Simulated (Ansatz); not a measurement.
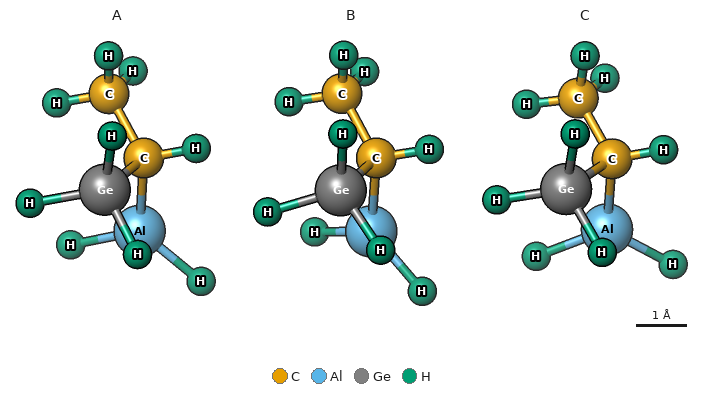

3 geometries from one relaxation of C₂H₉AlGe (coarse preliminary run), in shuffled order. The picture is a ball-and-stick view, seen from a free direction.

The start comes from a force field.

These are results of RKS PBE-D4/def2-SVP in Ansatz, not measurements. Set-up: force threshold 0.03 eV/Å; at most 200 steps.

Question: Put them in the order of the run, from the start to the converged end.

Answer: C, A, B. They are steps 0, 6, 16, at +36.0 kJ/mol, +1.87 kJ/mol relative to the last. The atom that moves furthest after the best rigid fit is an H atom (0.95 Å). By element the largest moves are H 0.95 Å, Ge 0.18 Å, C 0.12 Å, Al 0.07 Å. Near-neighbour distances that change, for instance: Ge–H 1.443 → 1.558 Å, C–Ge 1.938 → 1.988 Å, C–C 1.500 → 1.541 Å, Ge–H 1.597 → 1.556 Å. Bond angles that change, for instance: Ge–C–H 112.7° → 103.0°, C–C–Al 110.0° → 116.3°, H–C–H 101.7° → 106.7°. Groups turn about Al–C by about 40°. The energy falls by 36.0 kJ/mol in 15 accepted moves (16 points after the start). Largest force component: 3 eV/Å at the start, 0.016 eV/Å at the end. The line search rejected the trial step at point 9 of the run. The run took 25 s on 4 threads of Arm Neoverse V2, on a shared host.
